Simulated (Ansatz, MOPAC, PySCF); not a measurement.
HF (SMILES F) and HCl (SMILES Cl) are pulled apart as rigid monomers along the line of their centres of mass, from the B3LYP-D3(BJ)/def2-TZVP minimum. Starting geometry (charge 0, multiplicity 1):
| atom | x (Å) | y (Å) | z (Å) |
|---|---|---|---|
| F | -0.0125 | -0.0839 | -0.1391 |
| H | 0.1544 | 0.1338 | 0.7509 |
| Cl | -0.0257 | 0.4808 | 3.0074 |
| H | -1.2403 | 0.0634 | 2.9886 |

Interaction energies with rigid monomers; basis-set methods are counterpoise corrected unless marked otherwise.

Rows in 3-21G, 6-31G* carry no dispersion term and start afresh at each structure (6-31G* with six Cartesian d functions). The state that AM1, PM3 reach isn't checked.

The values were computed with Ansatz (Gaussian orbitals); MOPAC for AM1, PM3 (differences of heats of formation); PySCF for 3-21G rows, 6-31G* rows, the dispersion terms. Values without a source in brackets are computed.

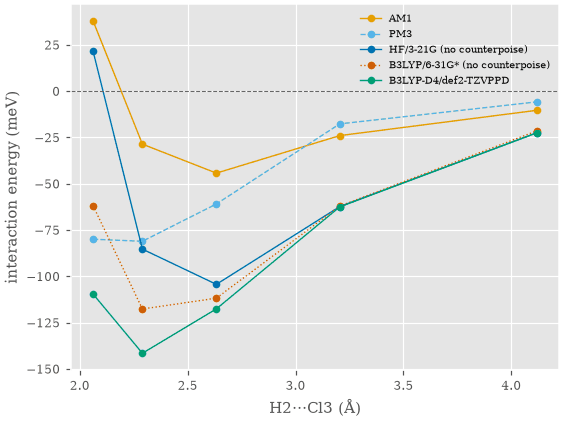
Fig. 1. Interaction energy against separation

**Question.** Which level binds most strongly at H2···Cl3 = 2.29, and by how much?

**Answer.** B3LYP-D4/def2-TZVPPD, -142 meV.

Ansatz is a program for electronic structure.
